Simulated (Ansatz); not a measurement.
# ZrZn: how the settings move a relaxation

How sensitive is a relaxation of ZrZn to its settings? A reference run comes first, then one run with altered input.

Program: Ansatz 0.2.0. Level of theory: reference: DFT, r2SCAN, PAW with Ansatz's default frozen-core files, scalar-relativistic; relaxation of cell and atoms. These are calculated values, not measurements.

1 further run of the same task is left out (set aside as unsound or not needed).

### Step 1. Starting point

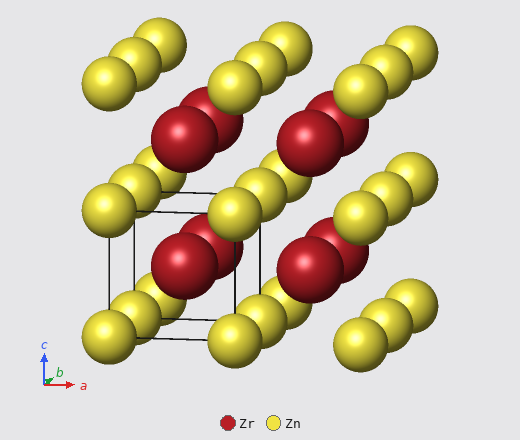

The starting structure, seen slightly off an axis (zirconium red, zinc yellow). 2×2×2 cells are drawn. Atoms on the faces are drawn again on the opposite ones.

Structure file:

```cif
data_structure
_symmetry_space_group_name_H-M 'P 1'
_symmetry_Int_Tables_number 1
_cell_length_a 3.3235
_cell_length_b 3.3235
_cell_length_c 3.3235
_cell_angle_alpha 90.000
_cell_angle_beta 90.000
_cell_angle_gamma 90.000
_cell_volume 36.71
loop_
_atom_site_label
_atom_site_type_symbol
_atom_site_fract_x
_atom_site_fract_y
_atom_site_fract_z
_atom_site_occupancy
Zr1 Zr 0.50000 0.50000 0.50000 1
Zn1 Zn 0.00000 0.00000 0.00000 1
```

### Step 2. Reference

Contents of input.yaml:

```yaml
crystal:
  lattice:
    - [3.32346026707, 0.0, 0.0]
    - [0.0, 3.32346026707, 0.0]
    - [0.0, 0.0, 3.32346026707]
  atoms:
    - { symbol: Zr, position: [0.5, 0.5, 0.5] }
    - { symbol: Zn, position: [0.0, 0.0, 0.0] }
kpoints:
  mp_grid: { grid: [14, 14, 14] }
scf:
  occupations: { method: fermi_dirac, width: 0.05 }
hamiltonian:
  xc: r2scan
  pseudopotentials: { kind: paw }
relax:
  f_tol: 0.002
  max_steps: 80
  cell: { p_target: 5 }
output:
  forces: true
  stress: true
```

Started as:

```
> ansatz run input.yaml --threads 1 --pin off --max-ram 2560MiB --backend cpu --events-out ev --progress --plain --runs-dir out
```

Excerpt of the output:

```text
[...]
Basis set: ecut = 500 eV, 925 PW (Γ), exchange–correlation on 100×100×100 points (64 copies of the dense FFT grid, shifted against one another)
[...]
k-points: 120 of 2744
[...]
SCF iter   1: F=—  HF=-7521.348857 eV  |F-HF|=—  |Δ(HF+E_count)|=         —  Δρ=1.74e-2  dr2=9.35e-2  dr2_τ=7.01e-3  ethr=1.77e-3  ⟨swp⟩=5.7  Hψ=9952  notcnv=0
preconditioner: auto → none  [metal: Δε(μ)=0.034 eV  Ē_g=14.688 eV  σ=0.050 eV  W_gap=0.17  n_scr=6 (ndim 8)  ℏωp=28.7 eV  f_vac=0.000  D(μ)=0.44/eV (n_scr^D=0)  sad-step TF]
SCF iter   2: F=—  HF=-7521.357847 eV  |F-HF|=—  |Δ(HF+E_count)|=   8.99e-3  Δρ=4.52e-3  dr2=9.47e-3  dr2_τ=7.78e-4  ethr=3.89e-4  ⟨swp⟩=2.0  Hψ=4314  notcnv=0
[...]
relax step   1: F+E_penalty+E_count = -7521.35238223 eV  Δ(F+E_penalty+E_count) = +0.000e0 eV  max|allowed force component| = 9.466e-30 eV/Å  Δτ_max = 0.0000 Å  P = -0.038 GPa  Ω = 36.709 Å³  (7 SCF iters, dr2 threshold 1.00e-7 eV, accepted)
[...]
Basis set: ecut = 500 eV, 847 PW (Γ), exchange–correlation on 100×100×100 points (64 copies of the dense FFT grid, shifted against one another)
[...]
relax step   2: F+E_penalty+E_count = -7521.18144513 eV  Δ(F+E_penalty+E_count) = +1.709e-1 eV  max|allowed force component| = 2.728e-30 eV/Å  Δτ_max = 0.0000 Å  P = +15.880 GPa  Ω = 32.864 Å³  energy of the carried Pulay correction = +1.887e-3 eV  (7 SCF iter
[...]
Basis set: ecut = 500 eV, 895 PW (Γ), exchange–correlation on 100×100×100 points (64 copies of the dense FFT grid, shifted against one another)
[...]
relax step   3: F+E_penalty+E_count = -7521.33553665 eV  Δ(F+E_penalty+E_count) = +1.685e-2 eV  max|allowed force component| = 7.363e-30 eV/Å  Δτ_max = 0.0000 Å  P = +4.446 GPa  Ω = 35.398 Å³  energy of the carried Pulay correction = +6.206e-4 eV  (10 SCF iter
[...]
relax step   4: F+E_penalty+E_count = -7521.33137484 eV  Δ(F+E_penalty+E_count) = +4.162e-3 eV  max|allowed force component| = 1.282e-29 eV/Å  Δτ_max = 0.0000 Å  P = +4.991 GPa  Ω = 35.254 Å³  energy of the carried Pulay correction = +6.900e-4 eV  (4 SCF iters
Basis set: ecut = 500 eV, 895 PW (Γ), exchange–correlation on 96×96×96 points (64 copies of the dense FFT grid, shifted against one another)
[...]
SCF iter   6: F=—  HF=-7521.330734 eV  |F-HF|=—  |Δ(HF+E_count)|=  6.18e-11  Δρ=4.98e-7  dr2=6.19e-11  dr2_τ=1.38e-11  ethr=2.23e-12  ⟨swp⟩=3.0  Hψ=3317  notcnv=0
SCF iter   7: F=-7521.330734 eV  HF=-7521.330734 eV  |F-HF|=1.82e-12  |Δ(HF+E_count)|=  2.46e-11  Δρ=1.01e-7  dr2=2.43e-12  dr2_τ=2.03e-13  ethr=1.00e-12  ⟨swp⟩=5.9  Hψ=8496  notcnv=0
[...]
relax step   5: F+E_penalty+E_count = -7521.33073354 eV  Δ(F+E_penalty+E_count) = +6.413e-4 eV  max|allowed force component| = 1.118e-29 eV/Å  Δτ_max = 0.0000 Å  P = +4.980 GPa  Ω = 35.254 Å³  stress off target by 2.04e-2 GPa  SCF on the basis re-selected at t
[...]
SCF converged after 7 iterations
Free energy (F): -7521.330734 eV
[...]
E sigma→0 (E₀):  -7521.329199 eV
[...]
Fermi energy:    13.982069 eV
[...]
  P = ⅓ Tr σ = 4.9796 GPa (49.796 kbar)
--- Relaxed structure (4 steps of the walk, 3 accepted, 1 SCFs on fresh bases) ---
[...]
```

It took 30 s on 1 thread of Intel Xeon Platinum 8488C (Sapphire Rapids), shared host; peak memory 0.52 GiB.

### Step 3. Variant: dr2_threshold 1.0e-05, scf.algorithm density_mixing, f_tol 0.001, max_displacement 0.05

input.yaml: that of step 2 with these lines changed.

```diff
@@ -12,2 +12,4 @@
   occupations: { method: fermi_dirac, width: 0.05 }
+  convergence: { dr2_threshold: 1.0e-05 }
+  algorithm: density_mixing
 hamiltonian:
@@ -16,5 +18,6 @@
 relax:
-  f_tol: 0.002
+  f_tol: 0.001
   max_steps: 80
   cell: { p_target: 5 }
+  max_displacement: 0.05
 output:
```

Started as:

```
> ansatz run input.yaml --threads 1 --pin off --max-ram 2560MiB --backend cpu --events-out ev --progress --plain --runs-dir out
```

Standard output:

```text
Warning: scf.convergence.dr2_threshold = 1e-5 eV is looser than this run's default, which is 1e-7 eV or tighter. The error in the forces grows as the threshold's square root, so leave the key out unless less accurate forces are enough
Warning: relax.cell: scf.convergence.dr2_threshold = 1e-5 eV is looser than the 2e-10 eV advised for a relaxation that steers and ends on the stress (1e-10 eV for each atom of the cell: 2). What an SCF threshold leaves in a stress goes as its square root, and in the free energy as the threshold itself, and one threshold admits the most on a small cell: of the crystals measured, under no hybrid functional and no lock of the moments, on runs that ended without the residual-converged pass, on stresses that held no estimate of that error, the worst erred by over 100 MPa in a component at 1e-7 eV an atom and by under 5 at 1e-10. Set scf.convergence.dr2_threshold to 2e-10 eV or tighter. The threshold is an SCF's pass mark: one that does not reach it within its budget of iterations ends unconverged, or closes short of it on a stop that the run arms, and scf.convergence.dr2_threshold's page says what that costs each kind of run
Engine: ansatz 0.2.0
Pseudopotentials: kind: paw
Pseudopotential: Zr, paw, valence charge 12, recommended cutoff 500 eV (meta_gga), Zr.paw.azcp
Pseudopotential: Zn, paw, valence charge 12, recommended cutoff 500 eV (meta_gga), Zn.paw.azcp
Functional definition: r2SCAN
  parameter k0 = 0.174
  parameter k1 = 0.065
  parameter a1 = 4.9479
  exchange = r2scan_x(k0 = k0, k1 = k1, a1 = a1)
  correlation = r2scan_c
Crystal: 2 atoms, lattice volume = 36.709 Å³
Basis set: ecut = 500 eV, 925 PW (Γ), exchange–correlation on 100×100×100 points (64 copies of the dense FFT grid, shifted against one another)
Bands: 16, of which v1, the nominal top of the filled ones, is band 12 counted from 1 (11 counted from 0)
Symmetry: 48 space group operations
Space group: Pm-3m (ITA 221), of the structure as read, at distance tolerance 3.3e-5 Å
k-points: 120 of 2744
Non-local potential: Zr, projectors of the file, l = 0: 3, l = 1: 2, l = 2: 2, l = 3: 2
Non-local potential: Zn, projectors of the file, l = 0: 2, l = 1: 2, l = 2: 3, l = 3: 1
PAW form: soft (Blöchl's): semilocal exchange-correlation on the pseudo side does not see the compensation charge
PAW frozen core: Zr, regenerated for the run's functional (the file was generated under x = pbe(κ = 0.804, μ = 0.2195149727645171), c = pbe(β = 0.06672455060314922))
PAW frozen core: Zn, regenerated for the run's functional (the file was generated under x = pbe(κ = 0.804, μ = 0.2195149727645171), c = pbe(β = 0.06672455060314922))
PAW one-centre angular grid: Zr, 590 points (default); XC on 160 Gauss nodes
PAW one-centre angular grid: Zn, 590 points (default); XC on 261 of its mesh's 2673 points in the sphere
Initial density: superposition of atomic densities (neutral atoms: chi_scale 0, normalization atom), corrected by the library's trained network
Initial wavefunctions: pseudopotential atomic-orbital guess
Functional: x = r2scan, c = r2scan; τ floored in thin density (d = 2e-4 eV/Å³)
SCF iter   1: F=—  HF=-7521.348857 eV  |F-HF|=—  |Δ(HF+E_count)|=         —  Δρ=1.74e-2  dr2=9.35e-2  dr2_τ=7.01e-3  ethr=1.77e-3  ⟨swp⟩=5.7  Hψ=9952  notcnv=0
preconditioner: auto → none  [metal: Δε(μ)=0.034 eV  Ē_g=14.688 eV  σ=0.050 eV  W_gap=0.17  n_scr=6 (ndim 8)  ℏωp=28.7 eV  f_vac=0.000  D(μ)=0.44/eV (n_scr^D=0)  sad-step TF]
SCF iter   2: F=—  HF=-7521.357847 eV  |F-HF|=—  |Δ(HF+E_count)|=   8.99e-3  Δρ=4.52e-3  dr2=9.47e-3  dr2_τ=7.78e-4  ethr=3.89e-4  ⟨swp⟩=2.0  Hψ=4314  notcnv=0
SCF iter   3: F=—  HF=-7521.352124 eV  |F-HF|=—  |Δ(HF+E_count)|=   5.72e-3  Δρ=2.60e-3  dr2=9.23e-4  dr2_τ=5.39e-4  ethr=3.95e-5  ⟨swp⟩=2.0  Hψ=3829  notcnv=0
SCF iter   4: F=—  HF=-7521.352254 eV  |F-HF|=—  |Δ(HF+E_count)|=   1.30e-4  Δρ=1.14e-3  dr2=1.73e-4  dr2_τ=1.51e-5  ethr=3.85e-6  ⟨swp⟩=2.9  Hψ=3380  notcnv=0
SCF iter   5: F=—  HF=-7521.352371 eV  |F-HF|=—  |Δ(HF+E_count)|=   1.17e-4  Δρ=2.45e-4  dr2=1.03e-5  dr2_τ=1.41e-6  ethr=7.22e-7  ⟨swp⟩=2.5  Hψ=3422  notcnv=0
SCF iter   6: F=-7521.352382 eV  HF=-7521.352382 eV  |F-HF|=6.04e-8  |Δ(HF+E_count)|=   1.07e-5  Δρ=2.46e-5  dr2=1.12e-7  dr2_τ=3.07e-8  ethr=4.17e-8  ⟨swp⟩=4.0  Hψ=6742  notcnv=0
SCF 1 converged in 6 iterations: F = -7521.352382 eV  dr2 = 1.12e-7
relax step   1: F+E_penalty+E_count = -7521.35238219 eV  Δ(F+E_penalty+E_count) = +0.000e0 eV  max|allowed force component| = 1.200e-29 eV/Å  Δτ_max = 0.0000 Å  P = -0.038 GPa  Ω = 36.709 Å³  (6 SCF iters, accepted)
Crystal: 2 atoms, lattice volume = 32.864 Å³
Basis set: ecut = 500 eV, 847 PW (Γ), exchange–correlation on 100×100×100 points (64 copies of the dense FFT grid, shifted against one another)
Initial density: handed on by an earlier stage of this run
Initial wavefunctions: those handed on with the density
iter 1 solved again at ethr=2.43e-4 eV; its pass at ethr=3.10e-3 eV (dr2=5.83e-2 eV) is discarded
SCF iter   1: F=—  HF=-7520.955218 eV  |F-HF|=—  |Δ(HF+E_count)|=         —  Δρ=1.48e-2  dr2=5.87e-2  dr2_τ=1.31e-1  ethr=2.43e-4  ⟨swp⟩=1.0  Hψ=11648  notcnv=0
preconditioner: auto → none  [metal: Δε(μ)=0.063 eV  Ē_g=14.735 eV  σ=0.050 eV  W_gap=0.30  n_scr=6 (ndim 8)  ℏωp=30.4 eV  f_vac=0.000  D(μ)=0.33/eV (n_scr^D=0)]
SCF iter   2: F=—  HF=-7521.191071 eV  |F-HF|=—  |Δ(HF+E_count)|=   2.36e-1  Δρ=9.23e-3  dr2=1.90e-2  dr2_τ=8.57e-4  ethr=2.43e-4  ⟨swp⟩=2.4  Hψ=3901  notcnv=0
SCF iter   3: F=—  HF=-7521.181517 eV  |F-HF|=—  |Δ(HF+E_count)|=   9.55e-3  Δρ=1.62e-3  dr2=6.91e-4  dr2_τ=2.36e-5  ethr=7.91e-5  ⟨swp⟩=2.0  Hψ=4296  notcnv=0
SCF iter   4: F=—  HF=-7521.181445 eV  |F-HF|=—  |Δ(HF+E_count)|=   7.19e-5  Δρ=3.83e-4  dr2=2.01e-5  dr2_τ=7.23e-6  ethr=2.88e-6  ⟨swp⟩=2.3  Hψ=3118  notcnv=0
SCF iter   5: F=-7521.181488 eV  HF=-7521.181478 eV  |F-HF|=9.32e-6  |Δ(HF+E_count)|=   3.27e-5  Δρ=1.97e-4  dr2=5.12e-6  dr2_τ=7.93e-7  ethr=4.17e-8  ⟨swp⟩=4.6  Hψ=6942  notcnv=0
SCF 2 converged in 5 iterations: F = -7521.181488 eV  dr2 = 5.12e-6
relax step   2: F+E_penalty+E_count = -7521.18148750 eV  Δ(F+E_penalty+E_count) = +1.709e-1 eV  max|allowed force component| = 1.134e-30 eV/Å  Δτ_max = 0.0000 Å  P = +15.886 GPa  Ω = 32.864 Å³  energy of the carried Pulay correction = +1.887e-3 eV  (5 SCF iters, rejected (line search))
Crystal: 2 atoms, lattice volume = 35.399 Å³
Basis set: ecut = 500 eV, 895 PW (Γ), exchange–correlation on 100×100×100 points (64 copies of the dense FFT grid, shifted against one another)
iter 1 solved again at ethr=1.38e-4 eV; its pass at ethr=3.10e-3 eV (dr2=3.32e-2 eV) is discarded
SCF iter   1: F=—  HF=-7521.209441 eV  |F-HF|=—  |Δ(HF+E_count)|=         —  Δρ=1.07e-2  dr2=3.32e-2  dr2_τ=6.39e-2  ethr=1.38e-4  ⟨swp⟩=1.0  Hψ=12164  notcnv=0
preconditioner: auto → none  [metal: Δε(μ)=0.076 eV  Ē_g=14.763 eV  σ=0.050 eV  W_gap=0.36  n_scr=6 (ndim 8)  ℏωp=29.3 eV  f_vac=0.000  D(μ)=0.39/eV (n_scr^D=0)]
SCF iter   2: F=—  HF=-7521.341197 eV  |F-HF|=—  |Δ(HF+E_count)|=   1.32e-1  Δρ=6.89e-3  dr2=1.08e-2  dr2_τ=2.38e-4  ethr=1.38e-4  ⟨swp⟩=2.6  Hψ=3734  notcnv=0
SCF iter   3: F=—  HF=-7521.335660 eV  |F-HF|=—  |Δ(HF+E_count)|=   5.54e-3  Δρ=1.05e-3  dr2=3.81e-4  dr2_τ=1.06e-5  ethr=4.48e-5  ⟨swp⟩=2.0  Hψ=4247  notcnv=0
SCF iter   4: F=—  HF=-7521.335543 eV  |F-HF|=—  |Δ(HF+E_count)|=   1.16e-4  Δρ=2.98e-4  dr2=2.96e-5  dr2_τ=7.57e-6  ethr=1.59e-6  ⟨swp⟩=2.0  Hψ=2965  notcnv=0
SCF iter   5: F=-7521.335556 eV  HF=-7521.335552 eV  |F-HF|=3.52e-6  |Δ(HF+E_count)|=   8.72e-6  Δρ=1.67e-4  dr2=4.20e-6  dr2_τ=1.12e-6  ethr=4.17e-8  ⟨swp⟩=4.3  Hψ=6804  notcnv=0
SCF 3 converged in 5 iterations: F = -7521.335556 eV  dr2 = 4.20e-6
relax step   3: F+E_penalty+E_count = -7521.33555572 eV  Δ(F+E_penalty+E_count) = +1.683e-2 eV  max|allowed force component| = 2.112e-30 eV/Å  Δτ_max = 0.0000 Å  P = +4.443 GPa  Ω = 35.399 Å³  energy of the carried Pulay correction = +6.202e-4 eV  (5 SCF iters, accepted)
Crystal: 2 atoms, lattice volume = 35.243 Å³
iter 1 solved again at ethr=4.79e-7 eV; its pass at ethr=3.10e-3 eV (dr2=1.15e-4 eV) is discarded
SCF iter   1: F=—  HF=-7521.330589 eV  |F-HF|=—  |Δ(HF+E_count)|=         —  Δρ=7.04e-4  dr2=1.17e-4  dr2_τ=1.95e-4  ethr=4.79e-7  ⟨swp⟩=2.0  Hψ=10567  notcnv=0
preconditioner: auto → none  [metal: Δε(μ)=0.063 eV  Ē_g=14.624 eV  σ=0.050 eV  W_gap=0.28  n_scr=6 (ndim 8)  ℏωp=29.3 eV  f_vac=0.000  D(μ)=0.35/eV (n_scr^D=0)]
SCF iter   2: F=—  HF=-7521.331028 eV  |F-HF|=—  |Δ(HF+E_count)|=   4.39e-4  Δρ=3.40e-4  dr2=3.08e-5  dr2_τ=8.74e-7  ethr=4.79e-7  ⟨swp⟩=2.0  Hψ=3291  notcnv=0
SCF iter   3: F=-7521.331009 eV  HF=-7521.331010 eV  |F-HF|=8.36e-7  |Δ(HF+E_count)|=   1.82e-5  Δρ=1.02e-4  dr2=2.35e-6  dr2_τ=5.82e-8  ethr=4.17e-8  ⟨swp⟩=4.8  Hψ=6871  notcnv=0
SCF 4 converged in 3 iterations: F = -7521.331009 eV  dr2 = 2.35e-6
relax step   4: F+E_penalty+E_count = -7521.33100897 eV  Δ(F+E_penalty+E_count) = +4.547e-3 eV  max|allowed force component| = 3.320e-30 eV/Å  Δτ_max = 0.0000 Å  P = +5.034 GPa  Ω = 35.243 Å³  energy of the carried Pulay correction = +6.957e-4 eV  (3 SCF iters, accepted)
Basis set: ecut = 500 eV, 895 PW (Γ), exchange–correlation on 96×96×96 points (64 copies of the dense FFT grid, shifted against one another)
Initial wavefunctions: pseudopotential atomic-orbital guess (no wavefunctions were taken with the density)
iter 1 solved again at ethr=6.41e-8 eV; its pass at ethr=3.10e-3 eV (dr2=1.54e-5 eV) is discarded
SCF iter   1: F=—  HF=-7521.330363 eV  |F-HF|=—  |Δ(HF+E_count)|=         —  Δρ=1.58e-4  dr2=3.61e-6  dr2_τ=4.40e-6  ethr=6.41e-8  ⟨swp⟩=3.0  Hψ=14707  notcnv=0
preconditioner: auto → none  [metal: Δε(μ)=0.064 eV  Ē_g=14.631 eV  σ=0.050 eV  W_gap=0.28  n_scr=6 (ndim 8)  ℏωp=29.3 eV  f_vac=0.000  D(μ)=0.35/eV (n_scr^D=0)]
SCF iter   2: F=-7521.330363 eV  HF=-7521.330363 eV  |F-HF|=5.65e-8  |Δ(HF+E_count)|=   5.83e-7  Δρ=5.70e-5  dr2=2.53e-7  dr2_τ=1.76e-7  ethr=1.50e-8  ⟨swp⟩=4.0  Hψ=5867  notcnv=0
SCF 5 converged in 2 iterations: F = -7521.330363 eV  dr2 = 2.53e-7
relax step   5: F+E_penalty+E_count = -7521.33036343 eV  Δ(F+E_penalty+E_count) = +6.455e-4 eV  max|allowed force component| = 6.574e-31 eV/Å  Δτ_max = 0.0000 Å  P = +5.025 GPa  Ω = 35.243 Å³  stress off target by 2.53e-2 GPa  SCF on the basis re-selected at this cell (its energy is not comparable with the rows above)  (2 SCF iters)
basis re-selected at this cell: Δ(F+E_penalty+E_count) = +6.455e-4 eV, ΔP = -0.008 GPa vs the last step (what re-selecting the basis moved, of the pressure what is left beyond the Pulay correction that the steps carried, after the strain that the cell walked since its last selection, with what the two solves' SCF thresholds leave and, on support functions, any second-order correction that the steps lacked; it is no measure of the basis error at this ecutwfc). The dense FFT grid was sized anew with the basis: this SCF ran on 24×24×24 points, the steps before it on 25×25×25, so part of this shift can come from that change (see relax.cell in the input reference). This SCF's stress stands 2.53e-2 GPa from its target on what of the cell is left free (relax.cell.stress_tol is 5.00e-2 GPa) and its largest allowed force component is 6.57e-31 eV/Å (relax.f_tol is 1.00e-3 eV/Å): within both
SCF converged after 2 iterations
Free energy (F): -7521.330363 eV
Harris-Foulkes:  -7521.330363 eV  (|F-HF|=5.65e-8)
Internal energy: -7521.327296 eV  (E = F + TS)
E sigma→0 (E₀):  -7521.328830 eV
Entropy (-TS):   -0.003067 eV (-1.534 meV/atom)
Fermi energy:    13.987639 eV
--- Per-component energies (eV) ---
  E_band       = -22.944255
  E_kinetic    = 464.900175
  E_local      = -2110.645855  (includes V_loc(G=0)·N_el)
  E_nonlocal   = 689.972408
  E_hartree    = 832.094232
  E_xc         = -281.926786
  E_vxc        = -268.275600  (∫ρ·V_xc dr)
  E_paw        = -4813.745819  (= ΣΔE_a)
  E_vpaw       = -478.962804  (= ΣTr[D̂ρ^β])
  E_aug_tail   = -0.000047  (compensation charges beyond the density's cutoff)
  E_vtau       = 15.858446  (kinetic-family band-sum trace: ∫τ·v_τ [+ j·A + Jᵃ·Aᵃ] dr)
  E_ewald      = -2301.628245
  E_core_change = -0.347360  (= ΣΔE_core)
  E_smearing   = -0.003067  (= −TS)
  E_closure    = 0.000000  (closes the sum)
  Σ components = -7521.330363   (vs F -7521.330363, Δ=0.00e0)
--- Forces (eV/Å), atoms counted from 1 ---
  atom   1  Zr    -0.00000000    -0.00000000     0.00000000
  atom   2  Zn    -0.00000000    -0.00000000     0.00000000
  max |Σ_I F_I| component: 2.10e-30 eV/Å
--- Stress (GPa, compression-positive) ---
        5.025302       0.000000       0.000000
        0.000000       5.025302       0.000000
        0.000000       0.000000       5.025302
  P = ⅓ Tr σ = 5.0253 GPa (50.253 kbar)
--- Relaxed structure (4 steps of the walk, 3 accepted, 1 SCFs on fresh bases) ---
  F+E_penalty+E_count = -7521.33036343 eV   max|allowed force component| = 6.574e-31 eV/Å   (the final SCF, on the basis selected at the relaxed cell)
  cell:  # Å, volume = 35.2425 Å³
    - [3.278604488515054, 1.1234591342258875e-33, -5.7777898331617076e-34]
    - [1.1234591342258875e-33, 3.278604488515054, 1.925929944387236e-34]
    - [-6.4197664812907865e-34, 1.925929944387236e-34, 3.278604488515054]
  atoms:
    - { symbol: Zr, position: [0.5, 0.5, 0.5] }
    - { symbol: Zn, position: [2.745041656585733e-48, 5.490083313171465e-49, -5.490083313171465e-49] }
```

Wall time 24 s (1 thread of Intel Xeon Platinum 8488C (Sapphire Rapids), shared host); peak memory 0.51 GiB.

Same state: the changed convergence setting, solver and walk settings leaves the energy within 0.5 meV/atom.

### Step 4. All runs together

| run | ending | energy change | pressure (GPa) | gap (eV) | force (eV/Å) | cycles | time |
| --- | --- | --- | --- | --- | --- | --- | --- |
| reference | converged | 0 | 5.0 | 0.00 | 0.00 | 35 | 30 s |
| 1: dr2_threshold 1.0e-05, scf.algorithm density_mixing, f_tol 0.001, max_displacement 0.05 | converged | +0.2 meV/atom | 5.0 | 0.00 | 0.00 | 21 | 24 s |

What this shows: The changed convergence setting, solver and walk settings doesn't alter the result here (within 0.5 meV/atom).
